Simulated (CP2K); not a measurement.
# AlBH4S (SMILES B[S][AlH2]) at GFN1-xTB

What is the energy change on altering one bond length of AlBH4S at GFN1-xTB? 

Program for the calculation: CP2K 2026.2.

3 further runs of the same task are left out: 2 that didn't finish, 1 set aside as unsound or not needed.

## 1. The system as given

The species is AlBH4S (7 atoms), meant as a singlet with charge 0. SMILES: `B[S][AlH2]`. Geometry: a GFN2-xTB relaxation, a rough one for these elements and not checked as a minimum.

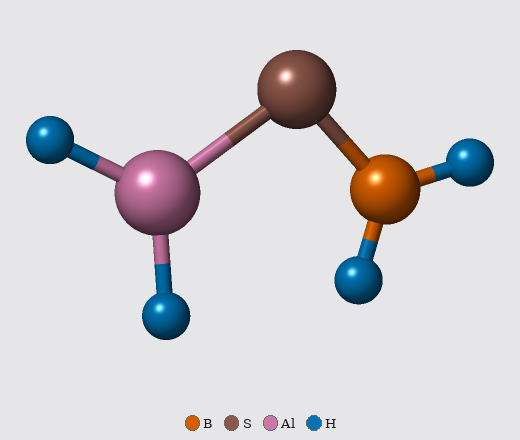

Viewed from a chosen angle; boron orange, sulfur brown, aluminium pink, hydrogen blue.

## 2. The energy at GFN1-xTB

gas.inp reads:

```
&GLOBAL
  PROJECT_NAME gas
  RUN_TYPE ENERGY
  PRINT_LEVEL MEDIUM
&END

&FORCE_EVAL
  METHOD QUICKSTEP
  &DFT
    &QS
      METHOD XTB
      EPS_DEFAULT 1.0E-10
      &XTB
        GFN_TYPE 1
        CHECK_ATOMIC_CHARGES F
      &END
    &END
    &POISSON
      PERIODIC NONE
      POISSON_SOLVER ANALYTIC
    &END
    &SCF
      SCF_GUESS ATOMIC
      EPS_SCF 1.0E-06
      MAX_SCF 80
      ADDED_MOS 4
      &DIAGONALIZATION
        ALGORITHM STANDARD
      &END
      &MIXING
        METHOD BROYDEN_MIXING
        ALPHA 0.4
        NBUFFER 8
      &END
    &END
    &PRINT
      &MOMENTS
        PERIODIC F
        REFERENCE COM
        MAX_MOMENT 1
      &END
      &MO ON
        ENERGIES T
        OCCUPATION_NUMBERS T
        NDIGITS 6
        &EACH
          QS_SCF 0
        &END
        ADD_LAST NUMERIC
      &END
      &HIRSHFELD OFF
      &END
    &END
  &END
  &SUBSYS
    &CELL
      ABC 13.1 10.7 10.1
      PERIODIC NONE
    &END
    &COORD
      B     -1.409950     0.529410    -0.335440
      S     -0.115060     1.192230     0.667580
      Al     1.375690    -0.419000     0.387730
      H     -1.262610    -0.491730    -0.905250
      H     -2.402810     1.136790    -0.411820
      H      1.160580    -1.537680    -0.646510
      H      2.654170    -0.410020     1.243720
    &END
    &TOPOLOGY
      &CENTER_COORDINATES
      &END
    &END
  &END
&END
```

On the command line:

```
$ OMP_NUM_THREADS=1 cp2k.psmp gas.inp > gas.out
```

Log:

```text
CP2K| version string:                                       CP2K version 2026.2
[...]
 GLOBAL| Method name                                                        CP2K
[...]
 GLOBAL| Run type                                                         ENERGY
[...]
                             - Atoms:                                          7
[...]
                             - Spherical basis functions:                     30
[...]
 Number of electrons:                                                         16
[...]
     1 NoMix/Diag. 0.40E+00    0.0     0.50585456        -8.5345271061 -8.53E+00
[...]
    30 Broy./Diag. 0.40E+00    0.0     0.00000038        -8.5661632303  9.69E-08
  *** SCF run converged in    30 steps ***
[...]
 TB_DIPOLE| Moment [Debye]         -0.15731871      -0.22494230      -0.21351511
 TB_DIPOLE| Derivative [a.u.]       0.00000000       0.00000000       0.00000000
[...]
 ENERGY| Total FORCE_EVAL ( QS ) energy [hartree]             -8.566163230306380
[...]
```

It took 0.3 s on 1 thread of Arm Neoverse V2, shared host.

## 3. The distorted shape

run.inp reads:

```
&GLOBAL
    PROJECT run
    RUN_TYPE ENERGY
    PRINT_LEVEL MEDIUM
&END

&FORCE_EVAL
    METHOD QUICKSTEP
    &DFT
        &QS
            METHOD XTB
            EPS_DEFAULT 1.0E-10
            &XTB
                GFN_TYPE 1
                CHECK_ATOMIC_CHARGES F
            &END
        &END
        &POISSON
            PERIODIC NONE
            POISSON_SOLVER ANALYTIC
        &END
        ! self-consistent field
        &SCF
            SCF_GUESS ATOMIC
            EPS_SCF 1.0E-06
            MAX_SCF 80
            ADDED_MOS 4
            &DIAGONALIZATION
                ALGORITHM STANDARD
            &END
            &MIXING
                METHOD BROYDEN_MIXING
                ALPHA 0.4
                NBUFFER 8
            &END
        &END
        &PRINT
            &MOMENTS
                PERIODIC F
                REFERENCE COM
                MAX_MOMENT 1
            &END
            &MO ON
                ENERGIES T
                OCCUPATION_NUMBERS T
                NDIGITS 6
                &EACH
                    QS_SCF 0
                &END
                ADD_LAST NUMERIC
            &END
            &HIRSHFELD OFF
            &END
        &END
    &END
    ! structure
    &SUBSYS
        &CELL
            ABC 13.1 10.8 10.1
            PERIODIC NONE
        &END
        &COORD
            B     -1.388437     0.641286    -0.232008
            S     -0.093547     1.304106     0.771012
            Al     1.397203    -0.307124     0.491162
            H     -1.241097    -0.379854    -0.801818
            H     -2.381297     1.248666    -0.308388
            H      1.160580    -1.537680    -0.646510
            H      2.675683    -0.298144     1.347152
        &END
        &TOPOLOGY
            &CENTER_COORDINATES
            &END
        &END
    &END
&END
```

On the command line:

```
$ OMP_NUM_THREADS=1 cp2k.psmp -i run.inp -o run.out
```

Log:

```text
CP2K| version string:                                       CP2K version 2026.2
[...]
 GLOBAL| Method name                                                        CP2K
[...]
 GLOBAL| Run type                                                         ENERGY
[...]
                             - Atoms:                                          7
[...]
                             - Spherical basis functions:                     30
[...]
 Number of electrons:                                                         16
[...]
     1 NoMix/Diag. 0.40E+00    0.0     0.48829021        -8.5316164593 -8.53E+00
[...]
    53 Broy./Diag. 0.40E+00    0.0     0.00000031        -8.5623576910 -3.78E-07
  *** SCF run converged in    53 steps ***
[...]
 TB_DIPOLE| Moment [Debye]         -0.17622874      -0.01429871      -0.04789200
 TB_DIPOLE| Derivative [a.u.]       0.00000000       0.00000000       0.00000000
[...]
 ENERGY| Total FORCE_EVAL ( QS ) energy [hartree]             -8.562357690981804
[...]
```

It took 0.32 s on 1 thread of Arm Neoverse V2, shared host.

## 4. Outcome

Level: GFN1-xTB.

```
                                                          quantity         value
                                         first shape: total energy   -8.56616 Eh
            first shape: dipole moment (from atomic charges alone)        0.35 D
                                          first shape: HOMO energy     -11.42 eV
                                          first shape: LUMO energy      -7.16 eV
                                        first shape: HOMO–LUMO gap       4.26 eV
                                    first shape: dispersion energy  -5.07 kJ/mol
                                     distorted shape: total energy   -8.56236 Eh
        distorted shape: dipole moment (from atomic charges alone)        0.18 D
                                      distorted shape: HOMO energy     -11.48 eV
                                      distorted shape: LUMO energy      -7.21 eV
                                    distorted shape: HOMO–LUMO gap       4.27 eV
                                distorted shape: dispersion energy  -5.06 kJ/mol
energy change with the Al3–H6 bond stretched from 1.539 to 1.692 Å      0.104 eV
```

In words: With the Al3–H6 bond stretched from 1.539 to 1.692 Å the energy rises by 0.10 eV (2.4 kcal/mol). The first shape isn't relaxed at this level, so the change isn't measured from a minimum. The dipole (first shape) comes from point charges on the atoms alone, without atomic dipoles, so it is partial. The dipole (distorted shape) comes from point charges on the atoms alone, without atomic dipoles, so it is partial.
